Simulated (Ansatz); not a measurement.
```xyz
5
charge 1, multiplicity 2
N    -0.4935    0.2320   -0.4263
Ge   -0.1106   -1.1709    0.6524
Cl    1.8909   -0.4498    1.2487
H     0.1284    1.0098   -0.5888
H    -1.3653    0.3053   -0.9275
```

Geometry: the geometry of the neutral molecule.

What structure does this define?

The species is ClGeH2N(+). It is an open-shell species. All atoms lie on one plane. Coordination: 1 N trigonal planar; 1 Ge bent.

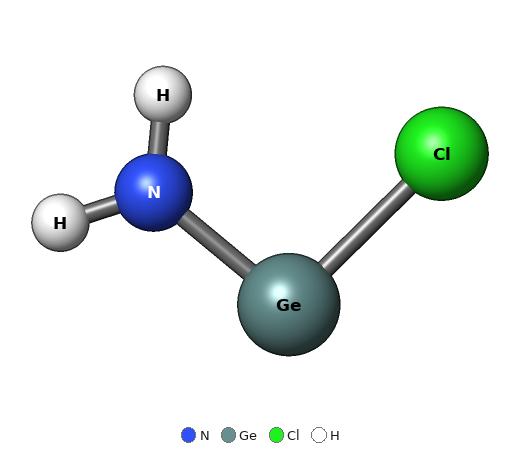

Source: calculation with Ansatz.
